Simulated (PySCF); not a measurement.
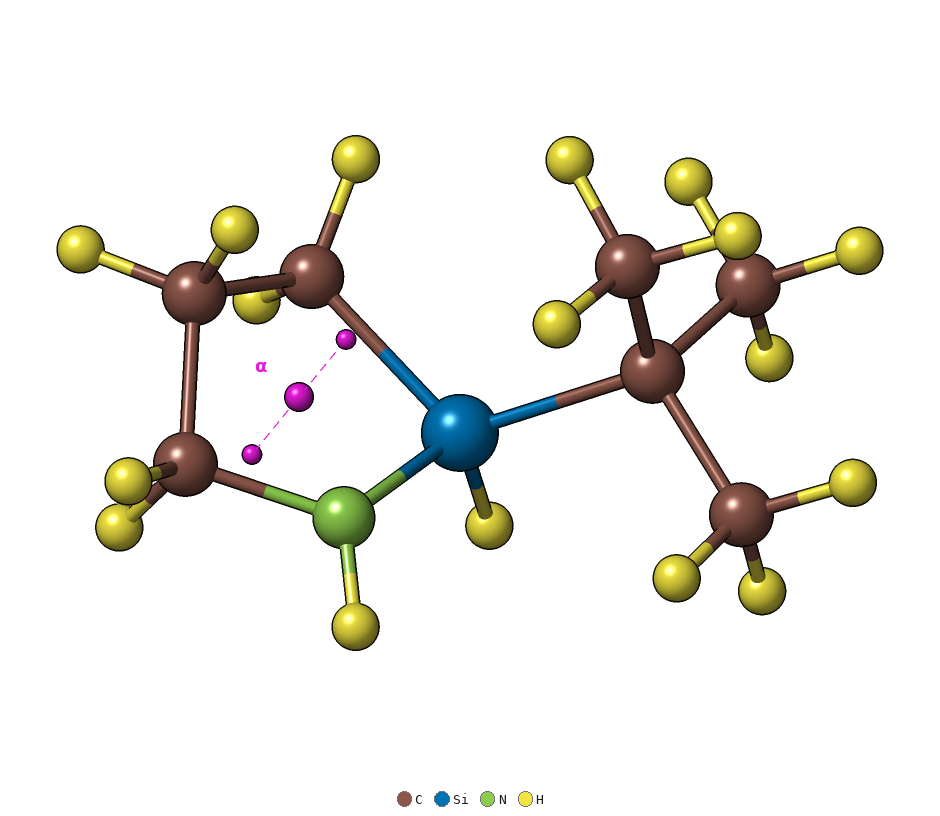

The small points mark where nucleus-independent chemical shifts (NICS) were computed: at the centre of each lettered ring and 1 Å above and below it. Computed geometry: GFN2-xTB optimisation. No frequency run is at hand to confirm it as a minimum. Level of theory: GIAO PBE0/pcSseg-1 NMR shielding, non-relativistic, gas phase (PySCF 2.14.0).

Give NICS(0), NICS(1) and the out-of-plane component NICS(1)zz for each ring (means of the two sides).

```tsv
ring	members	NICS(0)	NICS(1)	NICS(1)zz
α	C3NSi	−6.5	−3.5	−3.5
```

Values in ppm.

Question. What do the values say about the ring currents?

Answer. Ring α: weak, as in a non-aromatic ring. NICS is one index among several.

The geometry is semi-empirical. Around Si such bond lengths and angles can be off by a tenth of an ångström or more and by several degrees, and values that hang on the shape move with them.
